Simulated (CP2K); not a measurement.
# CH4ClGeO (SMILES [CH3][Ge]([OH])[Cl]): GFN2-xTB

What is the energy change on altering one bond length of CH4ClGeO at GFN2-xTB? 

Program for the calculation: CP2K 2026.2.

3 further runs of the same task are left out: 3 that didn't finish.

### 1 The structure to begin with

The species is CH4ClGeO (8 atoms), meant as a doublet with charge 0. As SMILES, `[CH3][Ge]([OH])[Cl]`. Geometry: relaxed at PBE0-D4/def2-TZVP. This is one conformer, not always the lowest.

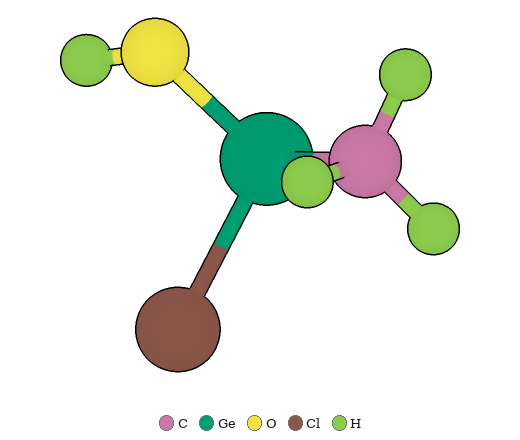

The structure, seen from a chosen angle (carbon pink, germanium teal, oxygen yellow, chlorine brown, hydrogen green).

### 2 A single-point energy at GFN2-xTB

File gas.inp:

```
&GLOBAL
    PROJECT gas
    RUN_TYPE ENERGY
    PRINT_LEVEL MEDIUM
&END GLOBAL

&FORCE_EVAL
    METHOD QUICKSTEP
    &DFT
        CHARGE 0
        MULTIPLICITY 2
        SPIN_POLARIZED T
        &QS
            METHOD XTB
            EPS_DEFAULT 1.0E-10
            &XTB
                GFN_TYPE TBLITE
                &TBLITE
                    METHOD GFN2
                &END TBLITE
                CHECK_ATOMIC_CHARGES F
            &END XTB
        &END QS
        &POISSON
            PERIODIC NONE
            POISSON_SOLVER ANALYTIC
        &END POISSON
        &SCF
            SCF_GUESS ATOMIC
            EPS_SCF 1.0E-06
            MAX_SCF 150
            ADDED_MOS 4
            &DIAGONALIZATION
                ALGORITHM STANDARD
            &END DIAGONALIZATION
            &MIXING
                METHOD DIRECT_P_MIXING
                ALPHA 0.4
            &END MIXING
            &SMEAR ON
                METHOD FERMI_DIRAC
                ELECTRONIC_TEMPERATURE [K] 300
                FIXED_MAGNETIC_MOMENT 1.0
            &END SMEAR
        &END SCF
        &PRINT
            &MOMENTS
                PERIODIC F
                REFERENCE COM
                MAX_MOMENT 1
            &END MOMENTS
            &MO ON
                ENERGIES T
                OCCUPATION_NUMBERS T
                NDIGITS 6
                &EACH
                    QS_SCF 0
                &END EACH
                ADD_LAST NUMERIC
            &END MO
            &HIRSHFELD OFF
            &END HIRSHFELD
        &END PRINT
    &END DFT
    &SUBSYS
        &CELL
            ABC [angstrom] 12.2 14.3 12.5
            PERIODIC NONE
        &END CELL
        &COORD
            UNIT bohr
            C      0.1322808     2.3340007    -0.0867384
            Ge    -1.2500538    -1.0459634     0.5153283
            O      1.3503983    -2.8432819     1.6629590
            Cl    -2.3566775    -2.7062768    -3.0980170
            H      0.7927401     3.1225834     1.6971630
            H      1.7137926     2.1214065    -1.3938620
            H     -1.3129817     3.5455042    -0.9087693
            H      1.1047339    -4.6358761     1.5063007
        &END COORD
        &TOPOLOGY
            &CENTER_COORDINATES
            &END CENTER_COORDINATES
        &END TOPOLOGY
    &END SUBSYS
&END FORCE_EVAL
```

Command:

```bash
$ OMP_NUM_THREADS=1 cp2k.psmp -i gas.inp > gas.out 2>&1
```

The program printed (excerpt; [...] marks lines left out):

```text
CP2K| version string:                                       CP2K version 2026.2
[...]
 GLOBAL| Method name                                                        CP2K
[...]
 GLOBAL| Run type                                                         ENERGY
[...]
                             - Atoms:                                          8
[...]
                             - Spherical basis functions:                     30
[...]
 Number of electrons:                                                         13
[...]
  *** SCF run converged in    20 steps ***
[...]
  Fermi energy:                                                -0.26450816605750
[...]
 TB_DIPOLE| Moment [Debye]         -0.19594480       1.13346203       1.28374335
 TB_DIPOLE| Derivative [a.u.]       0.00000000       0.00000000       0.00000000
[...]
 ENERGY| Total FORCE_EVAL ( QS ) energy [hartree]            -14.771495952668360
[...]
```

Wall time 0.26 s (1 thread of Arm Neoverse V2, shared host).

### 3 The distorted shape, same level

File qs.inp:

```
&global
  project_name qs
  run_type ENERGY
  print_level MEDIUM
&end global

&force_eval
  method QS
  &dft
    charge 0
    multiplicity 2
    uks T
    &qs
      method XTB
      eps_default 1.0E-10
      &xtb
        gfn_type TBLITE
        &tblite
          method GFN2
        &end tblite
        check_atomic_charges F
      &end xtb
    &end qs
    &poisson
      periodic NONE
      poisson_solver ANALYTIC
    &end poisson
    &scf
      scf_guess ATOMIC
      eps_scf 1.0E-06
      max_scf 150
      added_mos 4
      &diagonalization
        algorithm STANDARD
      &end diagonalization
      &mixing
        method DIRECT_P_MIXING
        alpha 0.4
      &end mixing
      &smear ON
        method FERMI_DIRAC
        electronic_temperature [K] 300
        fixed_magnetic_moment 1.0
      &end smear
    &end scf
    &print
      &moments
        periodic F
        reference COM
        max_moment 1
      &end moments
      &mo ON
        energies T
        occupation_numbers T
        ndigits 6
        &each
          qs_scf 0
        &end each
        add_last NUMERIC
      &end mo
      &hirshfeld OFF
      &end hirshfeld
    &end print
  &end dft
  &subsys
    &cell
      abc [angstrom] 12.4 14.6 12.7
      periodic NONE
    &end cell
    &coord
      UNIT bohr
      C     -0.6478416     2.8731868    -0.4310220
      Ge    -2.0301762    -0.5067773     0.1710448
      O      1.3503983    -2.8432819     1.6629590
      Cl    -3.1367999    -2.1670907    -3.4423005
      H      0.0126177     3.6617696     1.3528795
      H      0.9336702     2.6605927    -1.7381455
      H     -2.0931041     4.0846903    -1.2530528
      H      1.1047339    -4.6358761     1.5063007
    &end coord
    &topology
      &center_coordinates
      &end center_coordinates
    &end topology
  &end subsys
&end force_eval
```

Command:

```bash
$ OMP_NUM_THREADS=1 cp2k.psmp -i qs.inp -o qs.out
```

The program printed (excerpt; [...] marks lines left out):

```text
CP2K| version string:                                       CP2K version 2026.2
[...]
 GLOBAL| Method name                                                        CP2K
[...]
 GLOBAL| Run type                                                         ENERGY
[...]
                             - Atoms:                                          8
[...]
                             - Spherical basis functions:                     30
[...]
 Number of electrons:                                                         13
[...]
  *** SCF run converged in    33 steps ***
[...]
  Fermi energy:                                                -0.31523328116570
[...]
 TB_DIPOLE| Moment [Debye]         -1.56561547       2.41985080       0.15877384
 TB_DIPOLE| Derivative [a.u.]       0.00000000       0.00000000       0.00000000
[...]
 ENERGY| Total FORCE_EVAL ( QS ) energy [hartree]            -14.739375431565712
[...]
```

It took 0.3 s on 1 thread of Arm Neoverse V2, shared host.

### 4 Results

At GFN2-xTB:

| quantity | value |
| --- | --- |
| first shape: total energy | -14.77150 Eh |
| first shape: dipole moment (from atomic charges alone) | 1.72 D |
| first shape: HOMO energy (highest over α and β) | -9.53 eV |
| first shape: LUMO energy (lowest over α and β) | -9.22 eV |
| first shape: dispersion energy | -11.75 kJ/mol |
| distorted shape: total energy | -14.73938 Eh |
| distorted shape: dipole moment (from atomic charges alone) | 2.89 D |
| distorted shape: HOMO energy (highest over α and β) | -10.21 eV |
| distorted shape: LUMO energy (lowest over α and β) | -9.91 eV |
| distorted shape: dispersion energy | -11.60 kJ/mol |
| energy change with the Ge2–O3 bond stretched from 1.780 to 2.313 Å | 0.874 eV |

With the Ge2–O3 bond stretched from 1.780 to 2.313 Å the energy rises by 0.87 eV (84.3 kJ/mol). The first shape isn't relaxed at this level, so the change isn't measured from a minimum. The dipole (first shape) comes from point charges on the atoms alone, without atomic dipoles, so it is partial. The dipole (distorted shape) comes from point charges on the atoms alone, without atomic dipoles, so it is partial.
